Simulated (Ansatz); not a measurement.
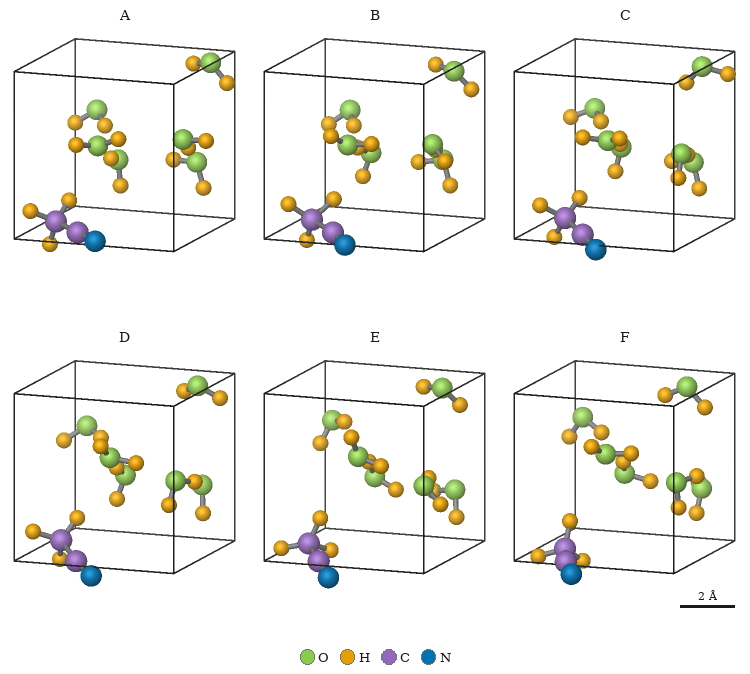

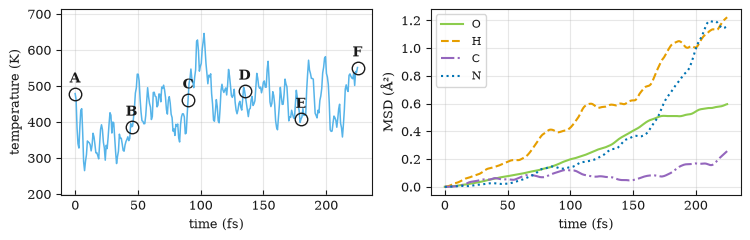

Molecular dynamics of a periodic cell with 6 H2O + 1 CH3CN at 0.928 g/cm³, 225 fs long. Frames (A at 0 fs, B at 45 fs, C at 90 fs, D at 135 fs, E at 180 fs, F at 225 fs) and the history of the run. Style: ball-and-stick. Shown: the simulation cell, slightly off an axis. Atoms that leave the cell re-enter on the other side.

Computed with DFT PBEsol, scalar-relativistic, plane waves, PAW (Ansatz). Settings: plane-wave cutoff 420 eV; k-point mesh 1 × 1 × 1; Fermi-Dirac smearing 0.02 eV; Langevin thermostat (NVT); set temperature 500 K; time step 0.75 fs; friction 0.02 per fs.

> What do the frames and curves show?

Over the second half the temperature averages 467 K (spread ±49 K). The potential energy is still drifting at the end, so the run hasn't reached equilibrium. The potential energy in the second half lies on average 54.9 meV per atom above the first frame. In the second half of the run the atoms are, in the root-mean-square, this far from where they began (common drift taken out): H 0.92 Å, N 0.78 Å, O 0.67 Å, C 0.33 Å. The heavy atoms stay within a fraction of a molecule's size of their starting places; so short a run doesn't tell a liquid from a solid.

Limits of the set-up: the periodic images lie only 6.4 Å apart, so the values are limited by the cell's size.
